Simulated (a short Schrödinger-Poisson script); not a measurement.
Stack: symmetric double-gate stack, Si3N4 on p-type In0.53Ga0.47As, at 300 K.

| layer | material | thickness (nm) | Na (cm⁻³) |
|---|---|---|---|
| 1 | Si3N4 | 5.1 | - |
| 2 | In0.53Ga0.47As | 10 | 2e17 |
| 3 | Si3N4 | 5.1 | - |

Constants are typed, rounded textbook-type inputs, not results; the design itself was drawn at random and stands for no fabricated device. Si3N4: permittivity 7.5, conduction-band edge (eV) 2.41, gap (eV) 5.1, electron mass (mₑ) 0.5. In0.53Ga0.47As: permittivity 13.9, conduction-band edge (eV) 0, gap (eV) 0.74, Nv at 300 K (cm⁻³) 7.7e18.

Channel valleys (confinement mass, in-plane density-of-states mass, number): Γ 0.041, 0.041, 1. At the gates, both at one voltage, the conduction-band edge of layer 1 lies 2.73 eV − eVg above the Fermi level of the channel. Gaps are held at their typed values at every temperature. Mesh 0.03 nm at interfaces.

Solved with a short Schrödinger-Poisson script written for these runs: 1D Poisson equation in equilibrium, electrons quantum, Hartree (BenDaniel-Duke, 12 states a valley, the channel's in-plane mass for all, wave functions free to enter the dielectric), parabolic valleys, classical holes, full ionisation, no traps, pinning or gate leakage.

Only gate voltages with over 1e8 electrons/cm² are shown.

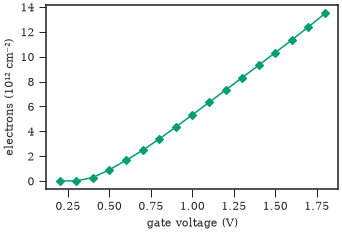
Figure. Sheet density against gate voltage

```tsv
Vg (V)	electrons (cm⁻²)	C (μF/cm²)	Γ E0 (meV)	Γ E1 (meV)
0.2	4.00e8	< 0.003	181.2	336.0
0.3	1.78e10	0.105	82.6	237.3
0.4	2.84e11	0.807	2.9	156.3
0.5	9.13e11	1.13	-49.2	101.4
0.6	1.66e12	1.24	-93.0	54.4
0.7	2.47e12	1.39	-131.9	12.4
0.8	3.38e12	1.51	-164.9	-23.8
0.9	4.34e12	1.57	-194.5	-56.4
1	5.33e12	1.59	-222.7	-87.5
1.1	6.32e12	1.59	-250.6	-118.3
1.2	7.32e12	1.60	-278.3	-148.8
1.3	8.32e12	1.60	-306.1	-179.3
1.4	9.32e12	1.61	-333.8	-209.7
1.5	1.03e13	1.63	-361.1	-239.7
1.6	1.14e13	1.66	-387.6	-268.8
1.7	1.24e13	1.71	-412.5	-296.3
1.8	1.35e13	1.75	-435.5	-322.1
```

Subbands count from the Fermi level. The capacitance is that of both gates.

Above a few 1e12 electrons/cm² a light Γ valley is non-parabolic and upper valleys begin to fill, which the model leaves out.
